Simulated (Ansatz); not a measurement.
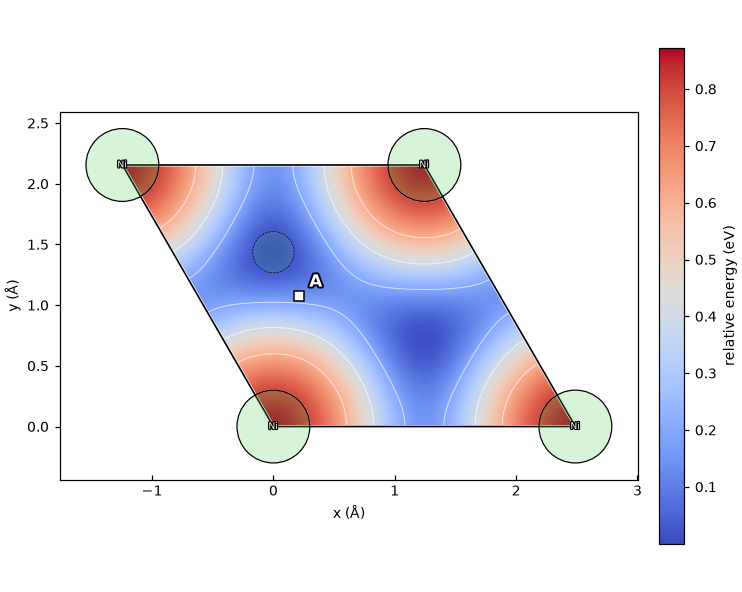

Ni on a Ni(111) slab cut from the Fm-3m phase, its upper half relaxed before the scan (12 atoms of substrate and one adsorbate in a 2 × 2 cell). Ni is moved over the surface cell; relaxed at each place: the height of the adsorbate's atoms; substrate rigid; the origin of the map has the adsorbate above Ni9. Places are given modulo a cell vector. The map is drawn in real space over the plane of the surface. Grid: 6 × 6 points; 10 points were computed and 26 follow by symmetry. Places are given in fractions of the 1 × 1 surface cell. Energies: eV, counted from the lowest grid point. The electronic state followed may not be the lowest one. The calculation used DFT PBE, scalar-relativistic, plane waves, PAW in Ansatz. Settings: cutoff 420 eV, k-mesh 6×6×1, gaussian smearing 0.1 eV, spin-polarised.

The picture shows a smooth colour map with a few white contour lines, labelled circles for the atoms of the top layer and small ones for the second layer, the outline of one cell of the plane, the point A. Between grid points the surface is interpolated.

### Is A at rest? If not, where is it pushed?

A, at (2/6, 3/6) of the cell vectors, is not a stationary point. The computed force is 0.71 eV/Å in the plane, pointing up in the picture (components 0.00 and 0.71 eV/Å).

PAW datasets: the set soft_1.
